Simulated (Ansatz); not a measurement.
# B$_{2}$ClH$_{2}$IO (SMILES BOB(Cl)I): what the fields show

Input file:

```
crystal:
  periodic: [false, false, false]
  atoms:
    - { symbol: B, position_ang: [0.1657, -0.0125, 1.2844] }
    - { symbol: O, position_ang: [-0.9731, -0.0173, 0.293] }
    - { symbol: B, position_ang: [-0.3497, -0.111, -1.0262] }
    - { symbol: Cl, position_ang: [0.08168, 1.41086, -1.99005] }
    - { symbol: I, position_ang: [0.17619, -2.07004, -1.89013] }
    - { symbol: H, position_ang: [0.5523, 1.0891, 1.6246] }
    - { symbol: H, position_ang: [0.5445, -0.9642, 1.7662] }
basis:
  gaussian: { orbitals: def2-SVP }
hamiltonian:
  xc: hf
relax:
  f_tol: 0.015
  max_steps: 40
output:
  orbitals: {}
```

Run with:

```sh
ansatz run input.yaml --threads 1 --pin off --max-ram 2048MiB --backend cpu --events-out ev --progress --plain --runs-dir out
```

The fields are those of the relaxed geometry.

Core potentials replace the inner electrons of I.

Method: Ansatz 0.2.0, RHF/def2-SVP.

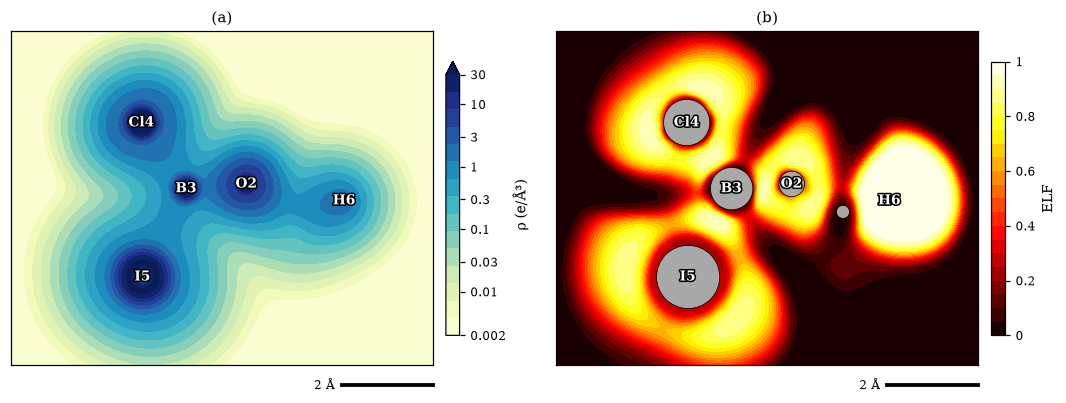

Figure 1. (a) electron density; (b) ELF on the plane of atoms Cl4, B3 and I5. Grey discs cover the atomic cores in the ELF map.

What does the map show?

Answer. The plane passes through O, B, Cl, I and H nuclei. B–O (1.32 Å): the density is about 2.3 e/Å³ at the midpoint; the ELF peaks at about 0.95 between the atoms (a shared but strongly polarised pair). B–Cl (1.76 Å): ρ is about 1.4 e/Å³ halfway; the ELF peaks at about 0.90 between the atoms; a shared but strongly polarised pair. B–I (2.17 Å): ρ at the midpoint is about 0.83 e/Å³; the ELF peaks at about 0.95 between the atoms (a shared electron pair). The ELF also peaks beside I5, O2 and Cl4, away from the bonds: lone-pair regions.

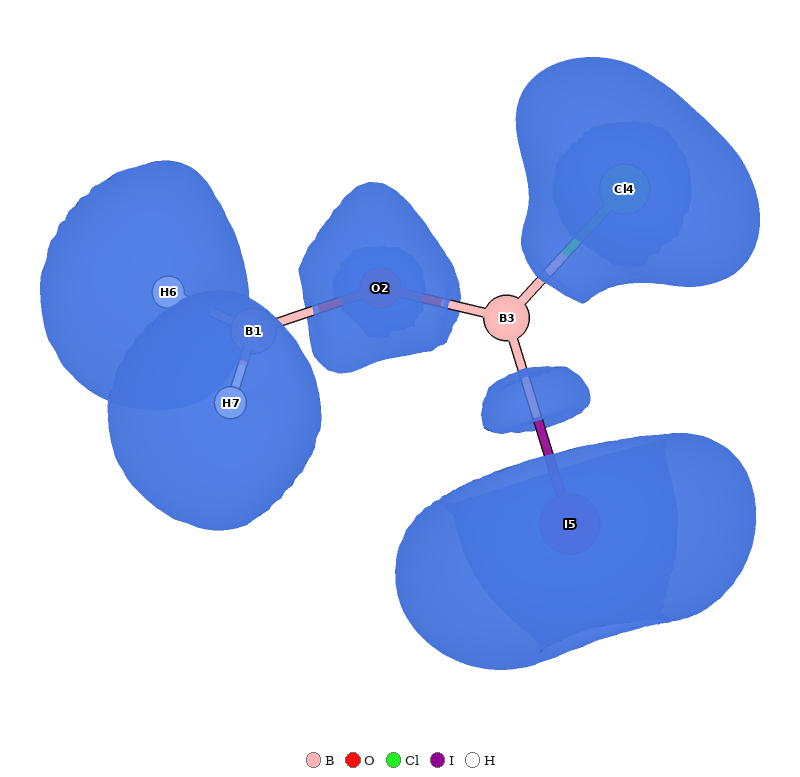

Figure 2. Isosurface of the ELF at 0.75 (blue), seen at a tilt. Only the valence region is drawn (cores and ρ < 0.01 e/Å³ removed).

Describe the localisation domains.

Answer. The ELF exceeds this value in one region between bonded B–I atoms (shared pairs), two regions around hydrogen nuclei, one region on Cl in which the atom's valence shell and bonds are merged, one region on O in which the atom's valence shell and bonds are merged and one ring or bowl of non-bonding electrons around I.

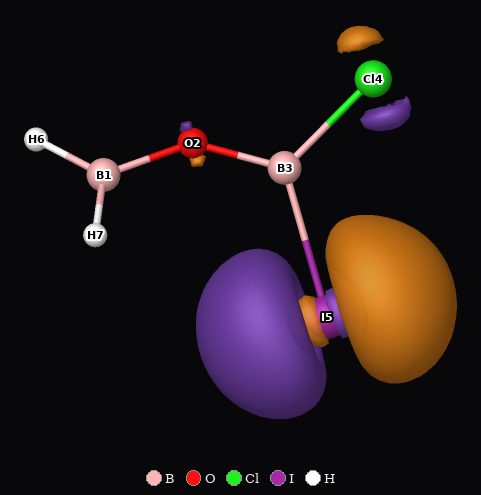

Figure 3. The HOMO at ±0.15 Å⁻³ᐟ² (orange and purple are the two phases), seen across its widest extent.

Describe this orbital and give its energy.

Answer. It lies mainly on I5 (about 90 %); largely a lone pair of I5. Its energy is −10.30 eV.
